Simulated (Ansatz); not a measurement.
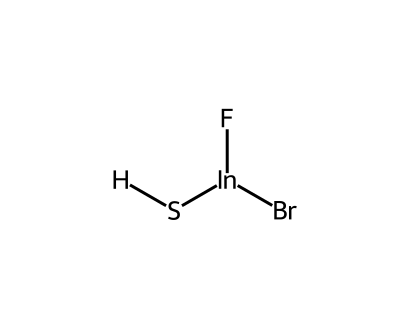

A structural formula.

> Write the SMILES.

[F][In]([SH])[Br]

> Give the formula, hydrogens included.

BrFHInS.

> An optimisation with PBE0-D4/def2-TZVP gave a structure of which point group?

Cs.

The parts below concern this one geometry. Atoms keep their numbers from picture to picture. Computed geometry: PBE0-D4/def2-TZVP optimisation.

## Shape

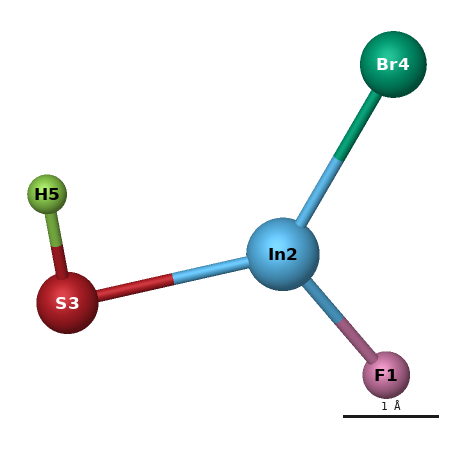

Atoms carry their numbers in the input.

List the bonds and their lengths.

```
   bond  length (Å)
 F1–In2       1.935
 In2–S3       2.351
In2–Br4       2.439
  S3–H5       1.345
```

## Levels of theory compared

Program: Ansatz 0.2.0.

Tabulate HOMO–LUMO gap (eV), HOMO energy (eV) at these levels: B3LYP-D4/def2-TZVPP; BHLYP-D4/def2-TZVPP; BLYP-D4/def2-TZVPP; CAM-B3LYP-D4/def2-TZVPP; HSE06-D4/def2-TZVPP; PBE-D4/def2-TZVPP; PBE0-D4/def2-QZVPP; PBE0-D4/def2-SVP; r2SCAN-D4/def2-TZVPP; r2SCANh-D4/def2-TZVPP; revPBE-D4/def2-TZVPP; ωB97M-V/def2-QZVPP.

| level | HOMO–LUMO gap (eV) | HOMO energy (eV) |
| --- | --- | --- |
| B3LYP-D4/def2-TZVPP | 5.19 | −8.09 |
| BHLYP-D4/def2-TZVPP | 7.69 | −9.42 |
| BLYP-D4/def2-TZVPP | 3.54 | −6.93 |
| CAM-B3LYP-D4/def2-TZVPP | 8.00 | −9.66 |
| HSE06-D4/def2-TZVPP | 4.98 | −7.94 |
| PBE-D4/def2-TZVPP | 3.66 | −7.09 |
| PBE0-D4/def2-QZVPP | 5.74 | −8.35 |
| PBE0-D4/def2-SVP | 5.77 | −8.22 |
| r2SCAN-D4/def2-TZVPP | 4.15 | −7.40 |
| r2SCANh-D4/def2-TZVPP | 4.92 | −7.86 |
| revPBE-D4/def2-TZVPP | 3.72 | −7.03 |
| ωB97M-V/def2-QZVPP | 9.77 | −10.55 |

## Vibrations

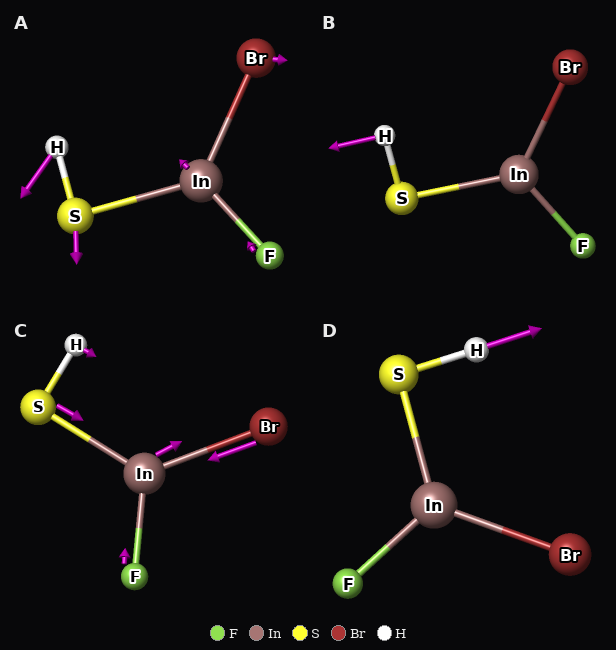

4 normal modes of one molecule or complex, as arrows. Harmonic vibrations computed with RKS PBE0-D4/def2-TZVP, core potentials on In (Ansatz 0.2.0) at a stationary point of the same level.

> Match the panels to the wavenumbers 68 cm⁻¹, 256 cm⁻¹, 706 cm⁻¹, 2707 cm⁻¹.

A: 68 cm⁻¹, Br–In–S bending
B: 706 cm⁻¹, H–S–In bending
C: 256 cm⁻¹, In–Br stretching
D: 2707 cm⁻¹, S–H stretching

## Charges

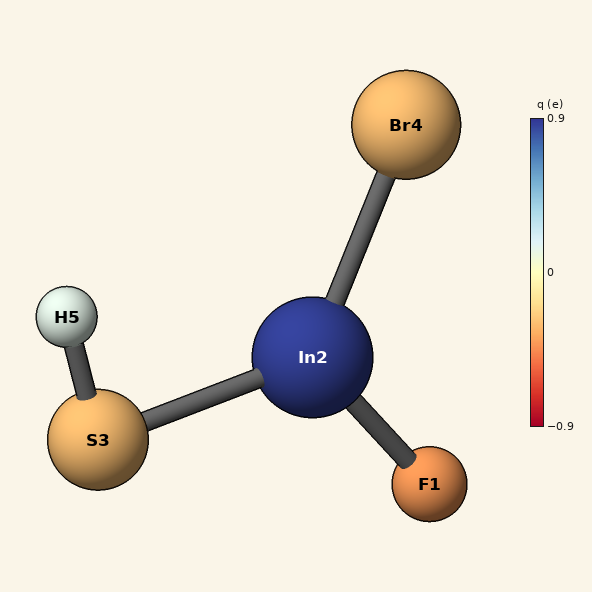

Atoms are coloured by their Mulliken charges. Properties computed with RKS PBE-D4/def2-TZVPP, core potentials on In (Ansatz 0.2.0).

> Which atom carries the highest charge (most positive or least negative)?

In2 (0.86 e).

> And the lowest?

F1 (−0.41 e).

List the Mulliken charges.

```
atom  value (e)
  F1      −0.41
 In2       0.86
  S3      −0.29
 Br4      −0.29
  H5       0.14
```

## Dipole moment

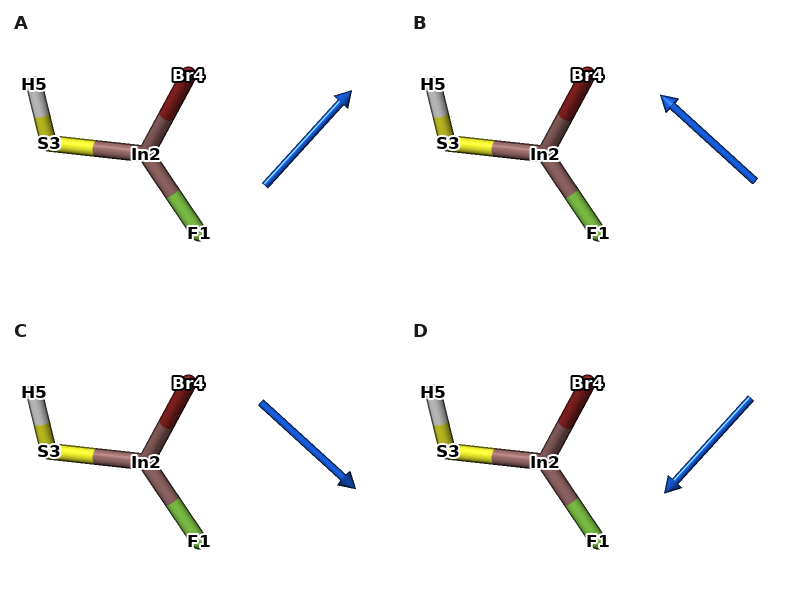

The same molecule four times, each with an arrow. Method: RKS ωB97M-V/def2-TZVPP, core potentials on In (Ansatz 0.2.0).

> Which arrow points along the dipole moment, from the negative to the positive end?

B. The dipole moment is 2.39 D; it points from the side of F1 to the side of H5 (the outermost atoms at the two ends).

Mulliken values depend strongly on the basis set and can even reverse the polarity of a bond.
